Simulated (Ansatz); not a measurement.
The relaxed structure here is a generated cell of AlRu: the first start was made by placing the elements on the sites of a structure type, and the end was not matched to a known phase here, so it may be hypothetical.

The end point of a relaxation of AlRu. Space group F-43m (No. 216), zinc blende type. Calculation: r2SCAN (plane waves to 500 eV, PAW, scalar-relativistic; Ansatz, a first-principles code).

```xyz
2
Lattice="0.0000 2.7345 2.7345 2.7345 0.0000 2.7345 2.7345 2.7345 0.0000" Properties=species:S:1:pos:R:3 pbc="T T T"
Ru     4.1017     4.1017     4.1017
Al     0.0000     0.0000     0.0000
```

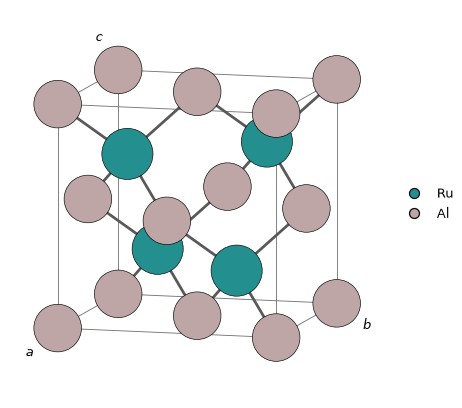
*The conventional cell of the relaxed structure*

Volume per atom: 20.45 Å³
Density: 5.20 g/cm³
Band gap: zero (metallic)
Shortest distances: Al–Ru 2.37 Å
k-mesh: 15×15×15

No spin polarisation in the result. A magnetic state may lie lower.

The run could not lose the symmetry of its start: the end is stationary, and may be a saddle point rather than a minimum.

All atoms sit on sites fixed by symmetry, so only the cell could relax.
